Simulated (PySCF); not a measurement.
System: C₄H₉ClO₂Si.

The calculation's input:

```
{"job": {"kind": "nmr", "xc": "PBE0", "basis": "pcSseg-1"}, "charge": 0, "multiplicity": 1}
Si     2.367129    -0.562203    -0.151231
O      1.190924     0.207576    -0.990678
C      0.196531     0.940635    -0.379131
O      0.251281     0.810023     1.012563
C     -0.826171     0.004719     1.484161
C     -1.452038    -0.644523     0.250708
C     -1.170883     0.399016    -0.819980
Cl    -2.390408     1.689591    -0.784275
H      1.818631    -1.628248     0.694823
H      3.074988    -1.100503    -1.303056
H      3.144326     0.362524     0.667385
H      0.338028     2.000209    -0.640332
H     -1.546216     0.656816     1.993306
H     -0.428143    -0.718785     2.197791
H     -2.512797    -0.847598     0.375934
H     -0.928901    -1.566016    -0.008983
H     -1.133278     0.008798    -1.835797
```

Command:

```sh
OMP_NUM_THREADS=1 python probes_run.py task.json out
```

Geometry: GFN2-xTB.

Computed with PBE0/pcSseg-1, SCF density, gas phase, non-relativistic (PySCF 2.14.0).

> What will maps of the electron density and electron localisation function show?

C–O (1.38 Å): the density is about 2.2 e/Å³ at the midpoint, with its minimum of 1.9 e/Å³ about 0.5 Å from C; the ELF peaks at about 0.90 between the atoms: a polar covalent bond.
Si–O (1.64 Å): ρ at the midpoint is about 1.1 e/Å³; the ELF peaks at about 0.85 between the atoms (a shared but strongly polarised pair).
C–O (1.40 Å): ρ is about 2.1 e/Å³ halfway, with its minimum of 1.9 e/Å³ about 0.5 Å from C; the ELF peaks at about 0.90 between the atoms (a shared but strongly polarised pair).

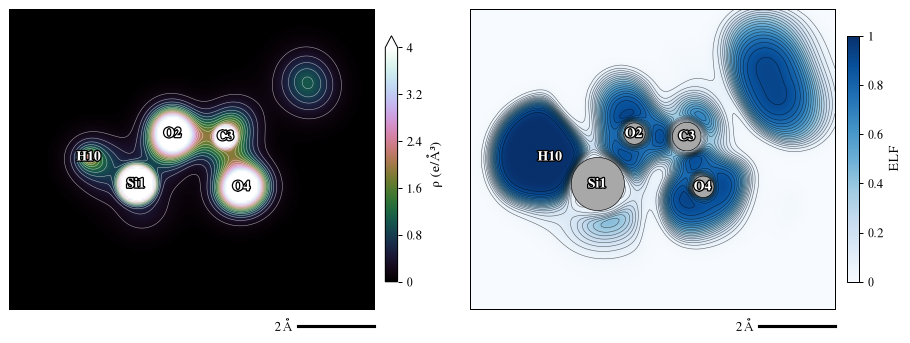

Computed electron density and electron localisation function on the plane of atoms Si1, O2 and C3, in this order. Grey discs cover the atomic cores in the ELF map. 
